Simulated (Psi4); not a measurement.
# SiH2Br2 (SMILES Br[SiH2]Br): HSE06/def2-SVP

What is the vertical singlet–triplet gap of SiH2Br2 at HSE06/def2-SVP? 

The results are computed with Psi4 1.11.

### 1 The structure to begin with

The species is SiH2Br2 (5 atoms), meant as a singlet with charge 0. SMILES: `Br[SiH2]Br`. The coordinates come from a PBE0-D4/def2-TZVP relaxation.

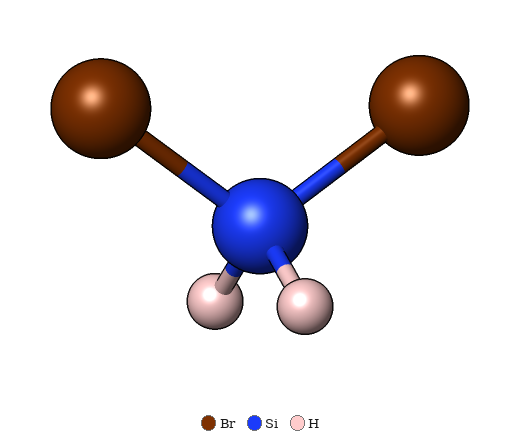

The structure, seen from a chosen angle (bromine brown, silicon blue, hydrogen pink).

### 2 Energy and forces at HSE06/def2-SVP

Input file calc.in:

```
memory 2200 MB

molecule {
  Br    -1.672690    -1.239290     0.362310
  Si     0.158230    -0.046290     0.054680
  Br    -0.295570     1.814160    -1.042010
  H      1.103430    -0.843230    -0.751710
  H      0.706590     0.314640     1.376730
  symmetry c1
}

set {
  puream               true
  e_convergence        1e-09
  d_convergence        1e-08
  scf_type             pk
  dft_radial_points    99
  dft_spherical_points 590
}

e, wfn = gradient("hse06/def2-SVP", return_wfn=True)
oeprop(wfn, "LOWDIN_CHARGES", "WIBERG_LOWDIN_INDICES", "MAYER_INDICES")
```

The run is started by

```bash
$ psi4 -i calc.in -o calc.out -n 1
```

calc.out:

```text
[...]
  Running in c1 symmetry.
[...]
  Nuclear repulsion =  448.279262821226382
[...]
  Multiplicity = 1
[...]
  Nalpha       = 43
  Nbeta        = 43
[...]
    Number of basis functions: 92
[...]
   @RKS iter   1: -5437.07091245250831   -2.40556e+00   2.04531e-02 ADIIS/DIIS
[...]
   @RKS iter  10: -5437.63487780698142    1.81899e-12   1.53295e-09 DIIS
[...]
    Orbital Energies [Eh]
    ---------------------
    Doubly Occupied:
       1A   -483.195307     2A   -483.195288     3A    -66.308149
       4A    -62.621019     5A    -62.621004     6A    -56.402051
       7A    -56.402038     8A    -56.399838     9A    -56.399820
      10A    -56.399709    11A    -56.399694    12A     -8.770619
      13A     -8.770606    14A     -6.579680    15A     -6.579668
      16A     -6.571203    17A     -6.571191    18A     -6.570773
      19A     -6.570761    20A     -5.389570    21A     -3.728570
      22A     -3.726670    23A     -3.724088    24A     -2.663286
      25A     -2.663274    26A     -2.660860    27A     -2.660848
      28A     -2.660512    29A     -2.660500    30A     -2.653692
      31A     -2.653687    32A     -2.653681    33A     -2.653675
      34A     -0.806910    35A     -0.783556    36A     -0.548180
[...]
  @RKS Final Energy: -5437.63487780698142
   => Energetics <=
    Nuclear Repulsion Energy =            448.2792628212263821
    One-Electron Energy =               -8460.7483251804078463
    Two-Electron Energy =                2729.7356642469158032
    DFT Exchange-Correlation Energy =    -154.9014796947145101
    Empirical Dispersion Energy =           0.0000000000000000
    VV10 Nonlocal Energy =                  0.0000000000000000
    Total Energy =                      -5437.6348778069805121
[...]
 Multipole Moments:
 ------------------------------------------------------------------------------------
     Multipole            Electronic (a.u.)      Nuclear  (a.u.)        Total (a.u.)
 ------------------------------------------------------------------------------------
 L = 1.  Multiply by 2.5417464519 to convert [e a0] to [Debye]
 Dipole X            :         -5.9911799            6.4150284            0.4238485
 Dipole Y            :          1.7497859           -1.8737448           -0.1239589
 Dipole Z            :         -2.0689009            2.2153550            0.1464541
 Magnitude           :                                                    0.4652549
[...]
  -Total Gradient:
     Atom            X                  Y                   Z
    ------   -----------------  -----------------  -----------------
       1        0.003115535641     0.002298323807    -0.000669246862
       2       -0.000031059360     0.000006496856    -0.000010196312
       3        0.000569998439    -0.003389695713     0.001950367822
       4       -0.002237766464     0.001708962527     0.001498284770
       5       -0.001440496560    -0.000617153741    -0.002777416890
[...]
```

Wall time 68 s (1 thread of Intel Xeon at 2.50GHz (Skylake/Cascade Lake), shared host); peak memory 0.91 GiB.

### 3 The triplet at the same level

Input file br2h2si.xyz:

```xyz
5
Br2H2Si
Br    -1.672690    -1.239290     0.362310
Si     0.158230    -0.046290     0.054680
Br    -0.295570     1.814160    -1.042010
H      1.103430    -0.843230    -0.751710
H      0.706590     0.314640     1.376730
```

Input file run.py:

```python
import psi4

psi4.set_memory(2200000000)
psi4.set_num_threads(1)
psi4.core.set_output_file('br2h2si.out', False)

with open('br2h2si.xyz') as f:
    atoms = ''.join(f.readlines()[2:])
geom = psi4.geometry('0 3\n' + atoms + 'symmetry c1')

options = {'basis': 'def2-SVP', 'reference': 'uks', 'puream': True, 'e_convergence': 1e-09, 'd_convergence': 1e-08, 'scf_type': 'pk', 'dft_radial_points': 99, 'dft_spherical_points': 590, 'maxiter': 100}
psi4.set_options(options)

result, w = psi4.gradient('hse06', return_wfn=True)
psi4.oeprop(w, 'WIBERG_LOWDIN_INDICES', 'MAYER_INDICES', 'QUADRUPOLE', title='HSE06')
print('gradient / Eh bohr^-1')
print(result.np.round(6))
print(f'energy = {w.energy():.10f} Eh')
for k, v in sorted(psi4.core.scalar_variables().items()):
    print(f'{k:45s} {v:18.10f}')
```

The run is started by

```bash
$ python run.py
```

br2h2si.out (excerpt; [...] marks lines left out):

```text
[...]
  Running in c1 symmetry.
[...]
  Nuclear repulsion =  448.279262821226382
[...]
  Multiplicity = 3
[...]
  Nalpha       = 44
  Nbeta        = 42
[...]
    Number of basis functions: 92
[...]
   @UKS iter   1: -5436.86165931600499   -2.19631e+00   2.01938e-02 DIIS/ADIIS
[...]
   @UKS iter  16: -5437.40038708858719   -6.09361e-11   8.01349e-09 DIIS
[...]
   @S^2 Observed:                2.003070213E+00
[...]
  @UKS Final Energy: -5437.40038708858719
   => Energetics <=
    Nuclear Repulsion Energy =            448.2792628212263821
    One-Electron Energy =               -8460.6206937377246504
    Two-Electron Energy =                2729.8404518495585762
    DFT Exchange-Correlation Energy =    -154.8994080216466784
    Empirical Dispersion Energy =           0.0000000000000000
    VV10 Nonlocal Energy =                  0.0000000000000000
    Total Energy =                      -5437.4003870885862852
[...]
  -Total Gradient:
     Atom            X                  Y                   Z
    ------   -----------------  -----------------  -----------------
       1        0.050933330554     0.058511073389    -0.022334233374
       2       -0.018686760225     0.005323410509    -0.006379537517
       3       -0.007600043807    -0.071023571605     0.037219600445
       4       -0.013341458721     0.006542960249     0.001159413957
       5       -0.011321430604     0.000651147131    -0.009671025332
[...]
 Multipole Moments:
 ------------------------------------------------------------------------------------
     Multipole            Electronic (a.u.)      Nuclear  (a.u.)        Total (a.u.)
 ------------------------------------------------------------------------------------
 L = 1.  Multiply by 2.5417464519 to convert [e a0] to [Debye]
 Dipole X            :         -6.1641397            6.4150284            0.2508887
 Dipole Y            :          1.7997144           -1.8737448           -0.0740304
 Dipole Z            :         -2.1283022            2.2153550            0.0870528
 Magnitude           :                                                    0.2756879
 L = 2.  Multiply by 1.3450342976 to convert [e a0^2] to [Debye ang]
 Quadrupole XX       :       -231.2764427          193.7762692          -37.5001735
 Quadrupole XY       :       -240.9210771          240.0611887           -0.8598885
[...]
```

Standard output:

```text
gradient / Eh bohr^-1
[[ 0.050933  0.058511 -0.022334]
 [-0.018687  0.005323 -0.00638 ]
 [-0.0076   -0.071024  0.03722 ]
 [-0.013341  0.006543  0.001159]
 [-0.011321  0.000651 -0.009671]]
energy = -5437.4003870886 Eh
CURRENT ENERGY                                  -5437.4003870886
CURRENT REFERENCE ENERGY                        -5437.4003870886
DD SOLVATION ENERGY                                 0.0000000000
DFT FUNCTIONAL TOTAL ENERGY                     -5437.4003870886
DFT TOTAL ENERGY                                -5437.4003870886
DFT VV10 ENERGY                                     0.0000000000
DFT XC ENERGY                                    -154.8994080216
GRID ELECTRONS ALPHA                               44.0000003526
GRID ELECTRONS BETA                                42.0000003635
GRID ELECTRONS TOTAL                               86.0000007161
NUCLEAR REPULSION ENERGY                          448.2792628212
ONE-ELECTRON ENERGY                             -8460.6206937377
PCM POLARIZATION ENERGY                             0.0000000000
PE ENERGY                                           0.0000000000
SCF ITERATION ENERGY                            -5437.4003870886
SCF ITERATIONS                                     16.0000000000
SCF TOTAL ENERGY                                -5437.4003870886
TWO-ELECTRON ENERGY                              2729.8404518496
XC GRID RADIAL POINTS                              99.0000000000
XC GRID SPHERICAL POINTS                          590.0000000000
XC GRID TOTAL POINTS                           272269.0000000000
```

It took 1.7 min on 1 thread of Intel Xeon at 2.50GHz (Skylake/Cascade Lake), shared host; peak memory 0.91 GiB.

### 4 What came out

At HSE06/def2-SVP:

```
                                        quantity           value
                           singlet: total energy  -5437.63488 Eh
                          singlet: dipole moment          1.18 D
                            singlet: HOMO energy        -8.11 eV
                            singlet: LUMO energy        -0.73 eV
                          singlet: HOMO–LUMO gap         7.39 eV
               singlet: largest force on an atom      0.203 eV/Å
                           triplet: total energy  -5437.40039 Eh
                          triplet: dipole moment          0.70 D
     triplet: HOMO energy (highest over α and β)        -1.79 eV
                                   triplet: ⟨S²⟩           2.003
               triplet: largest force on an atom      4.151 eV/Å
vertical energy of the triplet above the singlet        6.381 eV
```

**Reading.** At this shape the triplet lies 6.38 eV (147 kcal/mol) above the singlet.
